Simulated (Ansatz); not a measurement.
# The perfect C wire along [100], 25 atoms a period, H-terminated, part 3 of 3

Aim: is the C wire along [100], 25 atoms a period, H-terminated a metal or a semiconductor?

Ansatz 0.2.0; DFT PBE, plane waves, PAW; relaxation of a wire's period; PAW set soft_1 (the session's first sound run).

So far, band gap (eV): step 3 (bands of the perfect wire, PBE) 3.22; step 4 (levels at the same atoms, cutoff 500 eV, k-mesh 1×1×17, r2SCAN PBE) 3.78; step 5 (levels at the same atoms, level HSE06, cutoff 420 eV, HSE06 PBE) 4.12.

## Step 6: Strain along the wire, period over the relaxed period 1.06, k-mesh 1×1×16

This step: DFT PBE, plane waves, PAW; relaxation at a fixed period; PAW set soft_1 (Ansatz 0.2.0).

The period is set to 1.06 times the relaxed one and the atoms relax within it: strain changes bond lengths and angles, which shifts the bands against each other. Against the first PBE run of this kind, the mesh along the wire has 16 points against 22.

The cell differs from the one that the last finished run ended in (c 3.671 → 3.891 Å).

input.yaml reads:

```yaml
crystal:
  lattice:
    - [15.233, 0.0, 0.0]
    - [0.0, 15.233, 0.0]
    - [0.0, 0.0, 3.8908251543]
  atoms:
    - { symbol: C, position: [0.266804168, 0.500008685, 0.0] }
    - { symbol: C, position: [0.384169712, 0.384169712, 0.992805407] }
    - { symbol: C, position: [0.384169712, 0.615847659, 0.007194593] }
    - { symbol: C, position: [0.500008685, 0.266804168, 0.0] }
    - { symbol: C, position: [0.500008685, 0.500008685, 0.0] }
    - { symbol: C, position: [0.500008685, 0.733213202, 0.0] }
    - { symbol: C, position: [0.615847659, 0.384169712, 0.007194593] }
    - { symbol: C, position: [0.615847659, 0.615847659, 0.992805407] }
    - { symbol: C, position: [0.733213202, 0.500008685, 0.0] }
    - { symbol: H, position: [0.223134469, 0.458259074, 0.16423002] }
    - { symbol: H, position: [0.340995652, 0.340995652, 0.153206903] }
    - { symbol: H, position: [0.458259074, 0.223134469, 0.16423002] }
    - { symbol: H, position: [0.541758297, 0.776882902, 0.16423002] }
    - { symbol: H, position: [0.659021718, 0.659021718, 0.153206903] }
    - { symbol: H, position: [0.776882902, 0.541758297, 0.16423002] }
    - { symbol: C, position: [0.324884357, 0.557348168, 0.24357987] }
    - { symbol: C, position: [0.441033559, 0.441033559, 0.251820924] }
    - { symbol: C, position: [0.442669203, 0.675133014, 0.24357987] }
    - { symbol: C, position: [0.557348168, 0.324884357, 0.24357987] }
    - { symbol: C, position: [0.558983812, 0.558983812, 0.251820924] }
    - { symbol: C, position: [0.675133014, 0.442669203, 0.24357987] }
    - { symbol: H, position: [0.282452984, 0.600909407, 0.404861937] }
    - { symbol: H, position: [0.399107963, 0.717564387, 0.404861937] }
    - { symbol: H, position: [0.600909407, 0.282452984, 0.404861937] }
    - { symbol: H, position: [0.717564387, 0.399107963, 0.404861937] }
    - { symbol: C, position: [0.381898629, 0.500008685, 0.5] }
    - { symbol: C, position: [0.500008685, 0.381898629, 0.5] }
    - { symbol: C, position: [0.500008685, 0.618118742, 0.5] }
    - { symbol: C, position: [0.618118742, 0.500008685, 0.5] }
    - { symbol: H, position: [0.282452984, 0.399107963, 0.595138063] }
    - { symbol: H, position: [0.399107963, 0.282452984, 0.595138063] }
    - { symbol: H, position: [0.600909407, 0.717564387, 0.595138063] }
    - { symbol: H, position: [0.717564387, 0.600909407, 0.595138063] }
    - { symbol: C, position: [0.324884357, 0.442669203, 0.75642013] }
    - { symbol: C, position: [0.442669203, 0.324884357, 0.75642013] }
    - { symbol: C, position: [0.441033559, 0.558983812, 0.748179076] }
    - { symbol: C, position: [0.558983812, 0.441033559, 0.748179076] }
    - { symbol: C, position: [0.557348168, 0.675133014, 0.75642013] }
    - { symbol: C, position: [0.675133014, 0.557348168, 0.75642013] }
    - { symbol: H, position: [0.223134469, 0.541758297, 0.83576998] }
    - { symbol: H, position: [0.340995652, 0.659021718, 0.846793097] }
    - { symbol: H, position: [0.458259074, 0.776882902, 0.83576998] }
    - { symbol: H, position: [0.541758297, 0.223134469, 0.83576998] }
    - { symbol: H, position: [0.659021718, 0.340995652, 0.846793097] }
    - { symbol: H, position: [0.776882902, 0.458259074, 0.83576998] }
kpoints:
  mp_grid: { grid: [1, 1, 16] }
  band_path: { path: ["Γ", Z], npoints: 90 }
scf:
  occupations: { method: fermi_dirac, width: 0.05 }
hamiltonian:
  xc: pbe
  pseudopotentials: { kind: paw, azcp: { folder: soft_1 } }
relax:
  max_steps: 40
  f_tol: 0.02
output:
  stress: true
```

On the command line:

```console
$ ansatz run input.yaml --threads 4 --pin off --max-ram 16384MiB --backend cpu --events-out ev --progress --plain --runs-dir out
```

Numbers of over 12 decimals in the logs are rounded to 6 here.

The log of the run:

```text
Warning: output.stress: scf.convergence.dr2_threshold = 1e-7 eV (the SCF's general default) is looser than the 4.5e-9 eV advised for a printed stress (1e-10 eV for each atom of the cell: 45). What an SCF threshold leaves in a stress goes as its square root, and in the free energy as the threshold itself, and one threshold admits the most on a small cell: [figures from the program's tests cut] Every solve of this run  [...]
[...]
Crystal: 45 atoms, lattice volume = 902.844 Å³
Basis set: ecut = 420 eV, 17717 PW (Γ), exchange–correlation on 216×216×54 points (8 copies of the dense FFT grid, shifted against one another)
Bands: 105, of which v1, the nominal top of the filled ones, is band 60 counted from 1 (59 counted from 0)
Symmetry: 8 space group operations
[...]
k-points: 9 of 16
[...]
SCF iter   1: F=—  HF=-6608.570073 eV  |F-HF|=—  |Δ(HF+E_count)|=         —  Δρ=7.10e-2  dr2=4.99e1  ethr=3.10e-3  ⟨swp⟩=7.8  Hψ=5217  notcnv=0  defer=107
[...]
SCF iter   8: F=-6591.391852 eV  HF=-6591.391852 eV  |F-HF|=8.89e-7  |Δ(HF+E_count)|=   1.05e-5  Δρ=1.28e-5  dr2=7.86e-7  ethr=8.33e-9  ⟨swp⟩=4.8  Hψ=2619  notcnv=0
SCF 1 converged in 8 iterations: F = -6591.391852 eV  dr2 = 7.86e-7
[...]
relax step   1: F+E_penalty+E_count = -6591.39185246 eV  Δ(F+E_penalty+E_count) = +0.000e0 eV  max|allowed force component| = 6.091e-1 eV/Å  Δτ_max = 0.0000 Å  (8 SCF iters, dr2 threshold 1.00e-5 eV, accepted)
[...]
SCF iter   6: F=-6591.808427 eV  HF=-6591.808427 eV  |F-HF|=2.90e-7  |Δ(HF+E_count)|=   8.76e-7  Δρ=1.25e-5  dr2=1.79e-6  ethr=1.93e-8  ⟨swp⟩=4.0  Hψ=2458  notcnv=0
SCF 2 converged in 6 iterations: F = -6591.808427 eV  dr2 = 1.79e-6
[...]
relax step   2: F+E_penalty+E_count = -6591.80842742 eV  Δ(F+E_penalty+E_count) = -4.166e-1 eV  max|allowed force component| = 2.136e-1 eV/Å  Δτ_max = 0.0806 Å  (6 SCF iters, dr2 threshold 2.32e-5 eV, accepted)
SCF iter   1: F=—  HF=-6591.873488 eV  |F-HF|=—  |Δ(HF+E_count)|=         —  Δρ=3.97e-3  dr2=9.89e-2  ethr=3.66e-4  ⟨swp⟩=4.2  Hψ=1960  notcnv=0  defer=346
[...]
SCF iter   6: F=-6591.851363 eV  HF=-6591.851363 eV  |F-HF|=1.15e-7  |Δ(HF+E_count)|=   8.38e-7  Δρ=5.64e-6  dr2=2.03e-7  ethr=2.38e-9  ⟨swp⟩=4.0  Hψ=2565  notcnv=0
SCF 3 converged in 6 iterations: F = -6591.851363 eV  dr2 = 2.03e-7
[...]
relax step   3: F+E_penalty+E_count = -6591.85136345 eV  Δ(F+E_penalty+E_count) = -4.294e-2 eV  max|allowed force component| = 9.157e-2 eV/Å  Δτ_max = 0.0361 Å  (6 SCF iters, dr2 threshold 2.85e-6 eV, accepted)
[...]
relax step   4: F+E_penalty+E_count = -6591.85425277 eV  Δ(F+E_penalty+E_count) = -2.889e-3 eV  max|allowed force component| = 2.555e-2 eV/Å  Δτ_max = 0.0050 Å  (5 SCF iters, dr2 threshold 1.03e-6 eV, accepted)
SCF iter   1: F=—  HF=-6591.853873 eV  |F-HF|=—  |Δ(HF+E_count)|=         —  Δρ=1.13e-4  dr2=8.49e-5  ethr=3.72e-7  ⟨swp⟩=2.2  Hψ=1720  notcnv=0  defer=346
[...]
SCF iter   4: F=-6591.854330 eV  HF=-6591.854330 eV  |F-HF|=3.79e-8  |Δ(HF+E_count)|=   2.41e-7  Δρ=2.62e-6  dr2=7.05e-8  ethr=8.33e-11  ⟨swp⟩=3.2  Hψ=3118  notcnv=0
SCF 5 converged in 4 iterations: F = -6591.854330 eV  dr2 = 7.05e-8
relax step   5: F+E_penalty+E_count = -6591.85432954 eV  Δ(F+E_penalty+E_count) = -7.677e-5 eV  max|allowed force component| = 4.590e-3 eV/Å  Δτ_max = 0.0008 Å  (4 SCF iters, accepted)
[...]
the band table was solved once a step of the walk had ended and its energy, with any forces and stress, was formed, with the checks that follow a solve (8046 applications of the Hamiltonian). They found nothing against the state; the energy, forces and stress were not computed again (output.eigenvalues in the input reference)
[...]
SCF converged after 4 iterations
Free energy (F): -6591.854330 eV
[...]
Internal energy: -6591.854330 eV  (E = F + TS)
E sigma→0 (E₀):  -6591.854330 eV
Fermi energy:    0.228134 eV
[...]
--- Forces (eV/Å), atoms counted from 1 ---
  atom   1  C     -0.00459010     0.00000000     0.00000000
  atom   2  C      0.00201274     0.00201274    -0.00183641
  atom   3  C      0.00201274    -0.00201274     0.00183641
  atom   4  C      0.00000000    -0.00459010     0.00000000
  atom   5  C     -0.00000000     0.00000000     0.00000000
  atom   6  C      0.00000000     0.00459010    -0.00000000
  atom   7  C     -0.00201274     0.00201274     0.00183641
  atom   8  C     -0.00201274    -0.00201274    -0.00183641
  atom   9  C      0.00459010     0.00000000     0.00000000
  atom  10  H      0.00182722     0.00009075     0.00026808
  atom  11  H     -0.00019277    -0.00019277    -0.00043367
  atom  12  H      0.00009075     0.00182722     0.00026808
  atom  13  H     -0.00009075    -0.00182722     0.00026808
  atom  14  H      0.00019277     0.00019277    -0.00043367
  atom  15  H     -0.00182722    -0.00009075     0.00026808
  atom  16  C      0.00106283     0.00338162    -0.00308839
  atom  17  C     -0.00055446    -0.00055446    -0.00161345
  atom  18  C     -0.00338162    -0.00106283    -0.00308839
  atom  19  C      0.00338162     0.00106283    -0.00308839
  atom  20  C      0.00055446     0.00055446    -0.00161345
  atom  21  C     -0.00106283    -0.00338162    -0.00308839
  atom  22  H     -0.00049645    -0.00167457     0.00028019
  atom  23  H      0.00167457     0.00049645     0.00028019
  atom  24  H     -0.00167457    -0.00049645     0.00028019
  atom  25  H      0.00049645     0.00167457     0.00028019
  atom  26  C      0.00149391     0.00000000     0.00000000
  atom  27  C      0.00000000     0.00149391    -0.00000000
  atom  28  C     -0.00000000    -0.00149391     0.00000000
  atom  29  C     -0.00149391     0.00000000     0.00000000
  atom  30  H     -0.00049645     0.00167457    -0.00028019
  atom  31  H      0.00167457    -0.00049645    -0.00028019
  atom  32  H     -0.00167457     0.00049645    -0.00028019
  atom  33  H      0.00049645    -0.00167457    -0.00028019
  atom  34  C      0.00106283    -0.00338162     0.00308839
  atom  35  C     -0.00338162     0.00106283     0.00308839
  atom  36  C     -0.00055446     0.00055446     0.00161345
  atom  37  C      0.00055446    -0.00055446     0.00161345
  atom  38  C      0.00338162    -0.00106283     0.00308839
  atom  39  C     -0.00106283     0.00338162     0.00308839
  atom  40  H      0.00182722    -0.00009075    -0.00026808
  atom  41  H     -0.00019277     0.00019277     0.00043367
  atom  42  H      0.00009075    -0.00182722    -0.00026808
  atom  43  H     -0.00009075     0.00182722    -0.00026808
  atom  44  H      0.00019277    -0.00019277     0.00043367
  atom  45  H     -0.00182722     0.00009075    -0.00026808
  max |Σ_I F_I| component: 9.22e-19 eV/Å
--- Stress (GPa, compression-positive) ---
       -0.004097       0.000000       0.000000
        0.000000      -0.004097       0.000000
        0.000000       0.000000      -6.420726
  P = ⅓ Tr σ = -2.1430 GPa (-21.430 kbar)
--- Band table (eV; the first three rows and the last of 9) ---
  k-point 0: bands = [... 56 lower, -2.3769, -2.2127, -1.3721, -1.3721, 1.8066, 2.3498, 2.3578, 2.3578, ... 41 higher]
  k-point 1: bands = [... 56 lower, -2.4143, -2.2421, -1.4469, -1.4469, 1.8511, 2.3936, 2.3966, 2.3966, ... 41 higher]
  k-point 2: bands = [... 56 lower, -2.5217, -2.3283, -1.6528, -1.6528, 1.9796, 2.5102, 2.5102, 2.5200, ... 41 higher]
  k-point 8: bands = [... 56 lower, -3.4932, -3.4057, -3.3402, -3.3402, 3.9598, 4.2115, 4.3320, 4.3320, ... 41 higher]
--- Relaxed structure (5 steps of the walk, 5 accepted, 0 SCFs on fresh bases) ---
  F+E_penalty+E_count = -6591.85432954 eV   max|allowed force component| = 4.590e-3 eV/Å
  atoms:
    - { symbol: C, position: [0.269234, 0.500009, 0] }
    - { symbol: C, position: [0.385362, 0.385362, 0.988254] }
    - { symbol: C, position: [0.385362, 0.614656, 0.011746] }
    - { symbol: C, position: [0.500009, 0.269234, 0] }
    - { symbol: C, position: [0.500009, 0.500009, 0] }
    - { symbol: C, position: [0.500009, 0.730784, 0] }
    - { symbol: C, position: [0.614656, 0.385362, 0.011746] }
    - { symbol: C, position: [0.614656, 0.614656, 0.988254] }
    - { symbol: C, position: [0.730784, 0.500009, 0] }
    - { symbol: H, position: [0.225652, 0.456121, 0.146569] }
    - { symbol: H, position: [0.341031, 0.341031, 0.130280] }
    - { symbol: H, position: [0.456121, 0.225652, 0.146569] }
    - { symbol: H, position: [0.543897, 0.774365, 0.146569] }
    - { symbol: H, position: [0.658986, 0.658986, 0.130280] }
    - { symbol: H, position: [0.774365, 0.543897, 0.146569] }
    - { symbol: C, position: [0.326260, 0.556188, 0.241998] }
    - { symbol: C, position: [0.441045, 0.441045, 0.252563] }
    - { symbol: C, position: [0.443829, 0.673757, 0.241998] }
    - { symbol: C, position: [0.556188, 0.326260, 0.241998] }
    - { symbol: C, position: [0.558972, 0.558972, 0.252563] }
    - { symbol: C, position: [0.673757, 0.443829, 0.241998] }
    - { symbol: H, position: [0.282742, 0.600815, 0.385746] }
    - { symbol: H, position: [0.399202, 0.717275, 0.385746] }
    - { symbol: H, position: [0.600815, 0.282742, 0.385746] }
    - { symbol: H, position: [0.717275, 0.399202, 0.385746] }
    - { symbol: C, position: [0.382045, 0.500009, 0.5] }
    - { symbol: C, position: [0.500009, 0.382045, 0.5] }
    - { symbol: C, position: [0.500009, 0.617973, 0.5] }
    - { symbol: C, position: [0.617973, 0.500009, 0.5] }
    - { symbol: H, position: [0.282742, 0.399202, 0.614254] }
    - { symbol: H, position: [0.399202, 0.282742, 0.614254] }
    - { symbol: H, position: [0.600815, 0.717275, 0.614254] }
    - { symbol: H, position: [0.717275, 0.600815, 0.614254] }
    - { symbol: C, position: [0.326260, 0.443829, 0.758002] }
    - { symbol: C, position: [0.443829, 0.326260, 0.758002] }
    - { symbol: C, position: [0.441045, 0.558972, 0.747437] }
    - { symbol: C, position: [0.558972, 0.441045, 0.747437] }
    - { symbol: C, position: [0.556188, 0.673757, 0.758002] }
    - { symbol: C, position: [0.673757, 0.556188, 0.758002] }
    - { symbol: H, position: [0.225652, 0.543897, 0.853431] }
    - { symbol: H, position: [0.341031, 0.658986, 0.869720] }
    - { symbol: H, position: [0.456121, 0.774365, 0.853431] }
    - { symbol: H, position: [0.543897, 0.225652, 0.853431] }
    - { symbol: H, position: [0.658986, 0.341031, 0.869720] }
    - { symbol: H, position: [0.774365, 0.456121, 0.853431] }
```

The job ended after 6.1 min (4 threads of Arm Neoverse V1, shared host; peak memory 5.1 GiB; 24 min of CPU time).

The steps of the relaxation:

| step | energy less that of the first step (eV) | largest force component (eV/Å) |
| --- | --- | --- |
| 1 | 0.0000 | 0.6091 |
| 2 | -0.4166 | 0.2136 |
| 3 | -0.4595 | 0.0916 |
| 4 | -0.4624 | 0.0256 |
| 5 | -0.4625 | 0.0046 |

Forces are held to the 8 operations that the run works with; a distortion that breaks them can't arise in this run.

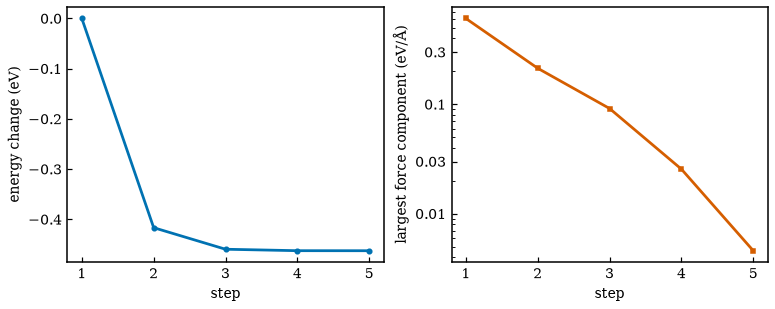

Energy and largest force along the relaxation.

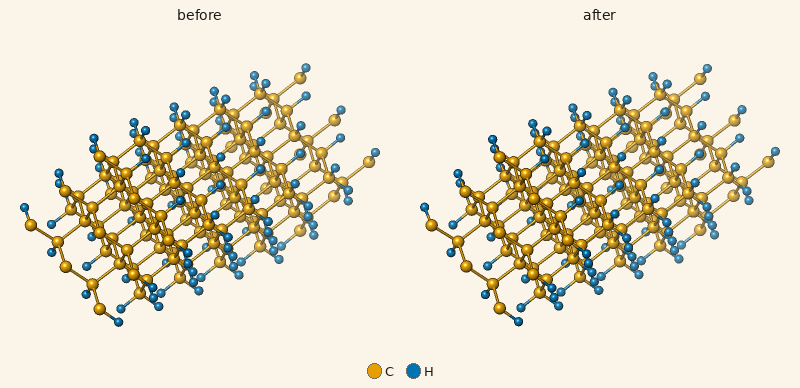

Before and after, at one scale.

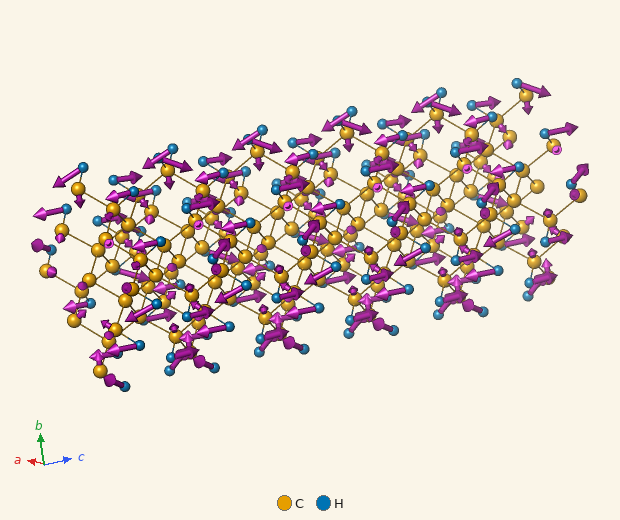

Displacements in the relaxation, exaggerated; the longest in the cell stands for 0.09 Å. 1×1×5 cells are drawn. Some periodic images of atoms are drawn too.

The atoms that moved most (Å):

```csv
atom,dx,dy,dz,length
H11,0.001,0.001,-0.089,0.089
H44,-0.001,0.001,0.089,0.089
H41,0.001,-0.001,0.089,0.089
H14,-0.001,-0.001,-0.089,0.089
H42,-0.033,-0.038,0.069,0.085
H45,-0.038,-0.033,0.069,0.085
H15,-0.038,0.033,-0.069,0.085
H13,0.033,-0.038,-0.069,0.085
```

This step gave:

| Quantity | Value |
| --- | --- |
| band gap | 3.179 eV |

The electronic bands at the labelled points (eV, zero at the Fermi level; v1 is the highest filled band, c1 the lowest empty one):

```
point     v4     v3     v2     v1    c1    c2    c3    c4
    Γ  -2.61  -2.44  -1.60  -1.60  1.58  2.12  2.13  2.13
    Z  -3.72  -3.63  -3.57  -3.57  3.73  3.98  4.10  4.10
```

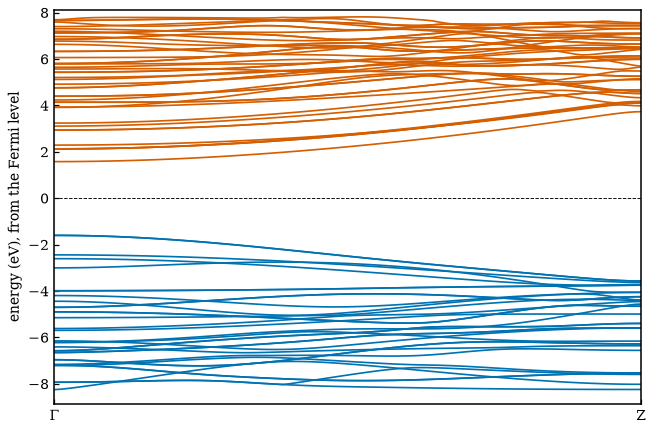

Electronic bands along the path; lines of filled and empty bands in two colours.

The gap is 3.18 eV, against 3.22 eV under PBE at the relaxed period.

## Step 7: Strain along the wire, period over the relaxed period 0.97, k-mesh 1×1×17

The period is set to 0.97 times the relaxed one and the atoms relax within it: strain changes bond lengths and angles, which shifts the bands against each other. Against the first PBE run of this kind, the mesh along the wire has 17 points against 22.

input.yaml: that of step 6 with these lines changed.

```diff
@@ -4,3 +4,3 @@
     - [0.0, 15.233, 0.0]
-    - [0.0, 0.0, 3.8908251543]
+    - [0.0, 0.0, 3.5604720752]
   atoms:
@@ -52,3 +52,3 @@
 kpoints:
-  mp_grid: { grid: [1, 1, 16] }
+  mp_grid: { grid: [1, 1, 17] }
   band_path: { path: ["Γ", Z], npoints: 90 }
```

The log of the run:

```text
[...]
Crystal: 45 atoms, lattice volume = 826.187 Å³
Basis set: ecut = 420 eV, 16019 PW (Γ), exchange–correlation on 216×216×48 points (8 copies of the dense FFT grid, shifted against one another)
Bands: 105, of which v1, the nominal top of the filled ones, is band 60 counted from 1 (59 counted from 0)
Symmetry: 8 space group operations
[...]
- { symbol: C, position: [0.559128, 0.440890, 0.748554] }
    - { symbol: C, position: [0.557984, 0.676095, 0.755840] }
    - { symbol: C, position: [0.676095, 0.557984, 0.755840] }
[...]
- { symbol: H, position: [0.459545, 0.778508, 0.825900] }
    - { symbol: H, position: [0.540473, 0.221509, 0.825900] }
    - { symbol: H, position: [0.659193, 0.340824, 0.835154] }
    - { symbol: H, position: [0.778508, 0.459545, 0.825900] }
[key lines of the parts left out:]
SCF converged after 3 iterations
Free energy (F): -6592.621041 eV
Fermi energy:    0.450807 eV
P = ⅓ Tr σ = 1.1916 GPa (11.916 kbar)
```

It took 5.6 min on 4 threads; peak memory 4.7 GiB.

Step by step:

```
step  energy less that of the first step (eV)  largest force component (eV/Å)
   1                                   0.0000                          0.3169
   2                                  -0.1127                          0.1254
   3                                  -0.1240                          0.0598
   4                                  -0.1247                          0.0126
   5                                  -0.1247                          0.0127
```

Forces are held to the 8 operations that the run works with; a distortion that breaks them can't arise in this run.

The atoms that moved most (Å):

```
atom      dx      dy      dz  length
 H43  -0.020  -0.025  -0.035   0.047
 H40  -0.025  -0.020  -0.035   0.047
 H12   0.020  -0.025   0.035   0.047
 H10  -0.025   0.020   0.035   0.047
 H13  -0.020   0.025   0.035   0.047
 H15   0.025  -0.020   0.035   0.047
 H45   0.025   0.020  -0.035   0.047
 H42   0.020   0.025  -0.035   0.047
```

Numbers from this step:

```yaml
band_gap: 3.218 eV
```

The gap is 3.22 eV, against 3.22 eV under PBE at the relaxed period.

## Step 8: What came out

```
cell length, PBE           : 3.671 Å
gap, PBE                   : 3.22 eV
gap, r2SCAN                : 3.78 eV
gap, HSE06                 : 4.12 eV
gap, period scaled by 1.06 : 3.18 eV
gap, period scaled by 0.97 : 3.22 eV
```

Under PBE the cell's length is 3.67 Å, and a gap of 3.22 eV makes it a semiconductor. At the relaxed period the wire is gapped under every functional, from 3.22 eV (PBE) to 4.12 eV (HSE06). Weak screening in one dimension makes quasiparticle gaps larger than the semilocal gaps, as a rule. A hybrid's gap is read on a coarse mesh, without a band path.

[Logs are printed without paths, hosts, clocks, repeated set-up lines and the standing remarks that a program may print on its own settings, such as how far it seeks lower states.]

[Hosts, paths, dates, database ids (printed as entryN), source tags and the programs' standing remarks are cut or masked in the printed files.]
